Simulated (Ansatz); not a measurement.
**GeF2+ (doublet): one geometry, many settings**

What do other methods and options give for GeF2+ (doublet) at this geometry, and how long do they take?

Computed with Ansatz 0.2.0, Gaussian basis. Level: the settings change from run to run.

28 further runs of the same task are left out: 5 for a known fault of the program, 7 that didn't finish, 16 set aside as unsound or not needed. Runs told in other sessions of the task aren't counted.

## Step 1: What is computed

The geometry is a PBE0/def2-TZVP stationary point (not a proven minimum) of the parent state, kept for this charge and spin. No spin-orbit coupling is included. The filled d shell of Ge may be among the frozen orbitals whatever the setting's name suggests.

3 atoms, charge 1, spin multiplicity 2.

Atoms are counted from 1 here; the program's logs count them from 0.

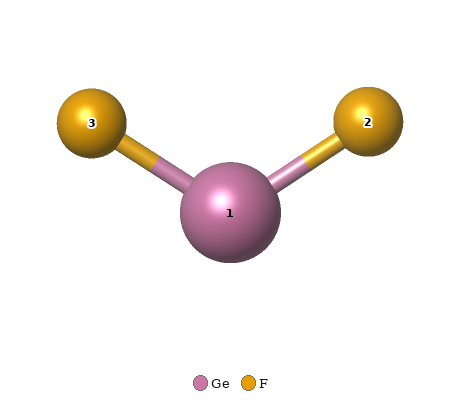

The geometry (germanium pink, fluorine amber); atoms are numbered from 1 in the order of the file.

## Step 2: NEVPT2(3,2)/STO-3G

in.yaml reads:

```yaml
crystal:
  periodic: [false, false, false]
  atoms:
    - {symbol: Ge, position_ang: [0.000000, -0.325890, 0.000000]}
    - {symbol: F, position_ang: [0.000000, 0.623017, -1.456249]}
    - {symbol: F, position_ang: [0.000000, 0.623017, 1.456249]}
basis:
  gaussian: {orbitals: STO-3G}
total_charge: 1
magnetization: {spin_polarized: false, initial_magnetization: 1}
correlation: {method: sc_nevpt2, electrons: outside_noble_gas, active_space: {window: {electrons: 3, orbitals: 2}}}
accuracy: high
```

Started as:

```bash
$ ansatz run in.yaml --threads 1 --pin off --events-out ev --progress --plain --max-ram 2393MiB
```

The log of the run:

```text
Functional definition: HF
  name "HF"
  cite "Fock, Z. Phys. 61, 126 (1930) doi:10.1007/BF01340294"
  parent pbe
  exchange = exact_x
  correlation = 0
421 factors; integrals over basis functions are off by at most 4.4e-9 eV
mean field evaluation 1: about -61152.1620 eV, gradient 3.1e1 eV
mean field evaluation 2: about -61152.2310 eV, gradient 3.2e1 eV
mean field evaluation 4: about -61159.3135 eV, gradient 2.8e0 eV
mean field evaluation 8: about -61159.4968 eV, gradient 2.9e-2 eV
mean field evaluation 16: about -61155.9026 eV, gradient 3.1e0 eV
mean field -61159.49057134 eV, -2247.5698231051 hartree, gradient 2.1e-8 eV, S^2 0.750000; 1 other end points of the search recorded, 0 dependent functions left out
reference -61159.49057134 eV, -2247.5698231051 hartree; 25, 24 occupied and 3, 4 virtual orbitals, 421 factors
state -61159.49057134 eV, -2247.5698231051 hartree
state -61159.49057134 eV, -2247.5698231051 hartree; corrected -61161.93452545 eV, -2247.6596367621 hartree
WARN: 1 active orbitals are nearly empty or full. The corrections depend on them more than the energy does, and are more stable in an active space without them
Total energy: -61161.93452545 eV, -2247.6596367621 hartree
```

Wall time 0.63 s (1 thread of Arm Neoverse V2, shared host).

From the report: 1 determinant; active occupations 2.00, 1.00. The report marks this result as in doubt.

## Step 3: CASSCF(3,5)/cc-pVDZ

in.yaml reads:

```yaml
crystal:
  periodic: [false, false, false]
  atoms:
    - {symbol: Ge, position_ang: [0.000000, -0.325890, 0.000000]}
    - {symbol: F, position_ang: [0.000000, 0.623017, -1.456249]}
    - {symbol: F, position_ang: [0.000000, 0.623017, 1.456249]}
basis:
  gaussian: {orbitals: cc-pVDZ}
total_charge: 1
magnetization: {spin_polarized: false, initial_magnetization: 1}
correlation: {active_space: {window: {electrons: 3, orbitals: 5}}}
scf: {lower_state_search: off}
output: {forces: true}
```

Launched as before.

The log of the run (excerpt; [...] marks lines left out):

```text
Functional definition: HF
  name "HF"
  cite "Fock, Z. Phys. 61, 126 (1930) doi:10.1007/BF01340294"
  parent pbe
[...]
589 factors; integrals over basis functions are off by at most 5.7e-4 eV
[...]
mean field -61875.75684052 eV, -2273.8921229948 hartree, gradient 5.1e-6 eV, S^2 0.750000; 0 other end points of the search recorded, 0 dependent functions left out
reference -61875.75684052 eV, -2273.8921229948 hartree; 25, 24 occupied and 30, 31 virtual orbitals, 589 factors
state -61876.54177617 eV, -2273.9209688478 hartree
[...]
WARN: the results are in doubt because the forces break the atoms' symmetry
Total energy: -61876.54177617 eV, -2273.9209688478 hartree
Atom 0 at     0.000000    -0.325890     0.000000 Å, force     0.000000     1.598455     1.408548 eV/Å
Atom 1 at     0.000000     0.623017    -1.456249 Å, force    -0.000000    -0.340315     0.409661 eV/Å
Atom 2 at     0.000000     0.623017     1.456249 Å, force    -0.000000    -1.258140    -1.818209 eV/Å
Dipole moment:     0.000000    -0.776708    -0.098979 e Å
In doubt: the forces break the atoms' symmetry
Checks for a lower state left out: stability, starts, cluster_reference, orbital_swaps, neighbouring_geometries, increment
```

It took 2.1 s on 1 thread of Arm Neoverse V2, shared host.

From the report: 50 determinants; active occupations 1.96, 1.00, 0.03, 0.01, 0.00. The program marks this result as in doubt; its last lines say why.

## Step 4: CCSD on UHF/cc-pVDZ

in.yaml reads:

```yaml
crystal:
  periodic: [false, false, false]
  atoms:
    - {symbol: Ge, position_ang: [0.000000, -0.325890, 0.000000]}
    - {symbol: F, position_ang: [0.000000, 0.623017, -1.456249]}
    - {symbol: F, position_ang: [0.000000, 0.623017, 1.456249]}
basis:
  gaussian: {orbitals: cc-pVDZ}
total_charge: 1
magnetization: {spin_polarized: true, initial_magnetization: 1}
correlation: {method: ccsd, electrons: outside_noble_gas, diis_vectors: 1}
```

Same command.

The log of the run (excerpt; [...] marks lines left out):

```text
Functional definition: HF
  name "HF"
  cite "Fock, Z. Phys. 61, 126 (1930) doi:10.1007/BF01340294"
  parent pbe
[...]
589 factors; integrals over basis functions are off by at most 5.7e-4 eV
[...]
mean field -61875.88941864 eV, -2273.8969951509 hartree, gradient 1.6e-6 eV, S^2 0.772880; 0 other end points of the search recorded, 0 dependent functions left out
16 core orbitals not correlated: weight in the atoms' cores, before any rotation towards them, 0.969 or more for the frozen orbitals, at most 0.030 for the correlated occupied ones
reference -61875.88941864 eV, -2273.8969951509 hartree; 9, 8 occupied and 30, 31 virtual orbitals, 589 factors
second order -12.12174616 eV of doubles, -0.00000000 eV of singles
cycle   1  -11.72196315 eV  change    4.0e-1 eV  update   1.2e-1
[...]
cycle  19  -12.22038669 eV  change    9.7e-6 eV  update   9.5e-6
Total energy: -61888.10980534 eV, -2274.3460860786 hartree
```

Run time: 3.7 s. Hardware: 1 thread of Arm Neoverse V2, shared host.

From the report: ⟨S²⟩ of the determinant 0.773 (pure doublet: 0.75); correlation -12.2204 eV; T1 0.025; largest double amplitude 0.03.

## Step 5: CCSD on ROHF/cc-pVDZ

Changes to in.yaml since step 4:

```diff
@@ -9,3 +9,3 @@
 total_charge: 1
-magnetization: {spin_polarized: true, initial_magnetization: 1}
-correlation: {method: ccsd, electrons: outside_noble_gas, diis_vectors: 1}
+magnetization: {spin_polarized: false, initial_magnetization: 1}
+correlation: {method: ccsd, electrons: outside_noble_gas}
```

The command is unchanged.

The log of the run (excerpt; [...] marks lines left out):

```text
Functional definition: HF
  name "HF"
  cite "Fock, Z. Phys. 61, 126 (1930) doi:10.1007/BF01340294"
  parent pbe
[...]
589 factors; integrals over basis functions are off by at most 5.7e-4 eV
[...]
mean field -61875.75684052 eV, -2273.8921229948 hartree, gradient 3.9e-6 eV, S^2 0.750000; 0 other end points of the search recorded, 0 dependent functions left out
[...]
16 core orbitals not correlated: weight in the atoms' cores, before any rotation towards them, 0.974 or more for the frozen orbitals, at most 0.025 for the correlated occupied ones
reference -61875.75684052 eV, -2273.8921229948 hartree; 9, 8 occupied and 30, 31 virtual orbitals, 589 factors
second order -12.23710863 eV of doubles, -0.04703880 eV of singles
cycle   1  -11.81163087 eV  change    4.7e-1 eV  update   1.3e-1
[...]
cycle  13  -12.33947320 eV  change    1.5e-5 eV  update   7.7e-6
Total energy: -61888.09631372 eV, -2274.3455902709 hartree
```

Run time: 2.6 s. Hardware: 1 thread of Arm Neoverse V2, shared host.

From the report: correlation -12.3395 eV; T1 0.031; largest double amplitude 0.03.

## Step 6: BCCD on UHF/cc-pVDZ

Changes to in.yaml since step 5:

```diff
@@ -9,3 +9,3 @@
 total_charge: 1
-magnetization: {spin_polarized: false, initial_magnetization: 1}
-correlation: {method: ccsd, electrons: outside_noble_gas}
+magnetization: {spin_polarized: true, initial_magnetization: 1}
+correlation: {method: bccd, electrons: outside_noble_gas}
```

Launched as before.

The log of the run (excerpt; [...] marks lines left out):

```text
Functional definition: HF
  name "HF"
  cite "Fock, Z. Phys. 61, 126 (1930) doi:10.1007/BF01340294"
  parent pbe
[...]
589 factors; integrals over basis functions are off by at most 5.7e-4 eV
[...]
mean field -61875.88941864 eV, -2273.8969951509 hartree, gradient 1.6e-6 eV, S^2 0.772880; 0 other end points of the search recorded, 0 dependent functions left out
16 core orbitals not correlated: weight in the atoms' cores, before any rotation towards them, 0.969 or more for the frozen orbitals, at most 0.030 for the correlated occupied ones
reference -61875.88941864 eV, -2273.8969951509 hartree; 9, 8 occupied and 30, 31 virtual orbitals, 589 factors
second order -12.12174616 eV of doubles, -0.00000000 eV of singles
cycle   1  -11.69194748 eV  change    4.3e-1 eV  update   1.2e-1
[...]
cycle  13  -12.14582854 eV  change    7.0e-6 eV  update   7.3e-6
Total energy: -61888.03524719 eV, -2274.3433461171 hartree
```

Run time: 3.9 s. Hardware: 1 thread of Arm Neoverse V2, shared host.

From the report: ⟨S²⟩ of the determinant 0.773 (pure doublet: 0.75); correlation -12.1458 eV; largest double amplitude 0.03.

## Step 7: CASSCF(15,9)/cc-pVDZ

Changes to in.yaml since step 6:

```diff
@@ -9,3 +9,4 @@
 total_charge: 1
-magnetization: {spin_polarized: true, initial_magnetization: 1}
-correlation: {method: bccd, electrons: outside_noble_gas}
+magnetization: {spin_polarized: false, initial_magnetization: 1}
+correlation: {active_space: {window: {electrons: 15, orbitals: 9}}}
+output: {forces: true}
```

Launched as before.

The log of the run (excerpt; [...] marks lines left out):

```text
Functional definition: HF
  name "HF"
  cite "Fock, Z. Phys. 61, 126 (1930) doi:10.1007/BF01340294"
  parent pbe
[...]
589 factors; integrals over basis functions are off by at most 5.7e-4 eV
[...]
mean field -61875.75684052 eV, -2273.8921229948 hartree, gradient 5.1e-6 eV, S^2 0.750000; 0 other end points of the search recorded, 0 dependent functions left out
reference -61875.75684052 eV, -2273.8921229948 hartree; 25, 24 occupied and 30, 31 virtual orbitals, 589 factors
state -61876.53446814 eV, -2273.9207002826 hartree
[...]
WARN: the results are in doubt because the forces break the atoms' symmetry
Total energy: -61876.53446814 eV, -2273.9207002826 hartree
Atom 0 at     0.000000    -0.325890     0.000000 Å, force     0.000000     1.770458     1.163236 eV/Å
Atom 1 at     0.000000     0.623017    -1.456249 Å, force    -0.000000    -0.506241     0.604487 eV/Å
Atom 2 at     0.000000     0.623017     1.456249 Å, force    -0.000000    -1.264218    -1.767723 eV/Å
Dipole moment:     0.000000    -0.778652    -0.081162 e Å
In doubt: the forces break the atoms' symmetry
```

Run time: 8.5 s. Hardware: 1 thread of Arm Neoverse V2, shared host.

From the report: 324 determinants; active occupations 2.00, 2.00, 2.00, 2.00, 2.00, 2.00, 1.97, 1.00, 0.03. The program marks this result as in doubt; its last lines say why.

## Step 8: CASSCF(5,3)/cc-pVDZ

in.yaml reads:

```yaml
crystal:
  periodic: [false, false, false]
  atoms:
    - {symbol: Ge, position_ang: [0.000000, -0.325890, 0.000000]}
    - {symbol: F, position_ang: [0.000000, 0.623017, -1.456249]}
    - {symbol: F, position_ang: [0.000000, 0.623017, 1.456249]}
basis:
  gaussian: {orbitals: cc-pVDZ, fitting: {mean_field: def2-universal-jkfit}}
total_charge: 1
magnetization: {spin_polarized: false, initial_magnetization: 1}
hamiltonian: {pseudopotentials: {relativity: scalar}}
correlation: {active_space: {window: {electrons: 5, orbitals: 3}}}
```

Launched as before.

The log of the run:

```text
Functional definition: HF
  name "HF"
  cite "Fock, Z. Phys. 61, 126 (1930) doi:10.1007/BF01340294"
  parent pbe
  exchange = exact_x
  correlation = 0
420 factors; integrals over basis functions are off by at most 1.8e-1 eV
mean field evaluation 1: about -62336.5799 eV, gradient 6.8e1 eV
mean field evaluation 2: about -62337.3121 eV, gradient 6.8e1 eV
mean field evaluation 4: about -62345.7309 eV, gradient 1.2e0 eV
mean field evaluation 8: about -62345.7590 eV, gradient 1.4e-6 eV
mean field evaluation 16: about -62345.6255 eV, gradient 3.0e0 eV
mean field -62345.75899286 eV, -2291.1643835142 hartree, gradient 1.4e-6 eV, S^2 0.750000; 0 other end points of the search recorded, 0 dependent functions left out
reference -62345.75899286 eV, -2291.1643835142 hartree; 25, 24 occupied and 30, 31 virtual orbitals, 420 factors
state -62345.75899286 eV, -2291.1643835142 hartree
Total energy: -62345.75899286 eV, -2291.1643835142 hartree
Relativity: scalar
```

It took 2.2 s on 1 thread of Arm Neoverse V2, shared host.

From the report: 3 determinants; active occupations 2.00, 2.00, 1.00. With so small a space the active step adds no correlation: the energy is the mean field's.

## Step 9: HF (UHF)/STO-3G

in.yaml reads:

```yaml
crystal:
  periodic: [false, false, false]
  atoms:
    - {symbol: Ge, position_ang: [0.000000, -0.325890, 0.000000]}
    - {symbol: F, position_ang: [0.000000, 0.623017, -1.456249]}
    - {symbol: F, position_ang: [0.000000, 0.623017, 1.456249]}
basis:
  gaussian: {orbitals: STO-3G}
total_charge: 1
magnetization: {spin_polarized: true, initial_magnetization: 1}
hamiltonian: {xc: hf}
accuracy: high
output: {orbitals: {seedname: orbitals}}
```

Launched as before.

The log of the run:

```text
Functional definition: HF
  name "HF"
  cite "Fock, Z. Phys. 61, 126 (1930) doi:10.1007/BF01340294"
  parent pbe
  exchange = exact_x
  correlation = 0
421 factors; integrals over basis functions are off by at most 4.4e-9 eV
mean field evaluation 1: about -61152.3064 eV, gradient 2.4e1 eV
mean field evaluation 2: about -61152.3774 eV, gradient 2.4e1 eV
mean field evaluation 4: about -61159.5370 eV, gradient 2.6e0 eV
mean field evaluation 8: about -61159.7161 eV, gradient 9.7e-2 eV
mean field evaluation 16: about -61159.7111 eV, gradient 2.5e-8 eV
mean field -61159.71114204 eV, -2247.5779289288 hartree, gradient 2.5e-8 eV, S^2 0.803634; 0 other end points of the search recorded, 0 dependent functions left out
reference -61159.71114204 eV, -2247.5779289288 hartree; 25, 24 occupied and 3, 4 virtual orbitals, 421 factors
Total energy: -61159.71114204 eV, -2247.5779289288 hartree
```

Run time: 0.27 s. Hardware: 1 thread of Arm Neoverse V2, shared host.

From the report: ⟨S²⟩ of the determinant 0.804 (pure doublet: 0.75).

## Step 10: CISD/cc-pVDZ

in.yaml reads:

```yaml
crystal:
  periodic: [false, false, false]
  atoms:
    - {symbol: Ge, position_ang: [0.000000, -0.325890, 0.000000]}
    - {symbol: F, position_ang: [0.000000, 0.623017, -1.456249]}
    - {symbol: F, position_ang: [0.000000, 0.623017, 1.456249]}
basis:
  gaussian: {orbitals: cc-pVDZ}
total_charge: 1
magnetization: {spin_polarized: false, initial_magnetization: 1}
correlation: {active_space: {ras: {orbitals: [8, 1, 30], electrons: 17, max_holes: 2, max_particles: 2}, fixed_orbitals: true}}
accuracy: high
output: {forces: true}
```

Same command.

The log of the run (excerpt; [...] marks lines left out):

```text
Functional definition: HF
  name "HF"
  cite "Fock, Z. Phys. 61, 126 (1930) doi:10.1007/BF01340294"
  parent pbe
[...]
1068 factors; integrals over basis functions are off by at most 4.4e-9 eV
[...]
mean field -61875.75729949 eV, -2273.8921398616 hartree, gradient 2.1e-8 eV, S^2 0.750000; 0 other end points of the search recorded, 0 dependent functions left out
reference -61875.75729949 eV, -2273.8921398616 hartree; 25, 24 occupied and 30, 31 virtual orbitals, 1068 factors
state -61886.95449201 eV, -2274.3036290968 hartree
[...]
Total energy: -61886.95449201 eV, -2274.3036290968 hartree
Atom 0 at     0.000000    -0.325890     0.000000 Å, force    -0.000000     1.442295    -0.000000 eV/Å
Atom 1 at     0.000000     0.623017    -1.456249 Å, force     0.000000    -0.721148     0.893354 eV/Å
Atom 2 at     0.000000     0.623017     1.456249 Å, force    -0.000000    -0.721148    -0.893354 eV/Å
Dipole moment:    -0.000000    -0.723857     0.000000 e Å
```

Run time: 12 s. Hardware: 1 thread of Arm Neoverse V2, shared host.

From the report: 38,254 determinants.

## Step 11: All runs side by side

Where basis and cores are those of an earlier UCCSDT(Q)/cc-pVDZ run (-61888.4954 eV), and the records show the same count of frozen orbitals and kind of state, the miss against it is given; a blank cell means that this couldn't be shown. † marks a result that the program doubts.

```csv
level,correlated,functions,energy (eV),from UCCSDT(Q) (meV),time
"NEVPT2(3,2)/STO-3G †",outside noble gas,28,-61161.9345,,0.63 s
"CASSCF(3,5)/cc-pVDZ †",,55,-61876.5418,11953.6,2.1 s
CCSD on UHF/cc-pVDZ,outside noble gas,55,-61888.1098,385.6,3.7 s
CCSD on ROHF/cc-pVDZ,outside noble gas,55,-61888.0963,399.1,2.6 s
BCCD on UHF/cc-pVDZ,outside noble gas,55,-61888.0352,460.2,3.9 s
"CASSCF(15,9)/cc-pVDZ †",,55,-61876.5345,11960.9,8.5 s
"CASSCF(5,3)/cc-pVDZ (relativity set)",,55,-62345.7590,,2.2 s
HF (UHF)/STO-3G,,28,-61159.7111,,0.27 s
CISD/cc-pVDZ,outside noble gas,55,-61886.9545,1540.9,12 s
```

## Step 12: Summary of results

```
quantity                    value
    runs                        9
quickest  HF (UHF)/STO-3G, 0.27 s
 slowest       CISD/cc-pVDZ, 12 s
```

What this shows: Total energies in different bases, with other cores or another treatment of relativity can't be set against each other. «valence» and «outside noble gas» are the program's key words; the logs give how many orbitals each freezes, and for Ga to Kr the 3d shell needn't follow the word's plain sense. CISD/cc-pVDZ took 43 times as long as HF (UHF)/STO-3G; the jobs differ in more than the method. Among the correlated runs with a miss given, it spans +386 to +1541 meV. Hartree-Fock, CASSCF and CASCI lack dynamic correlation by design.
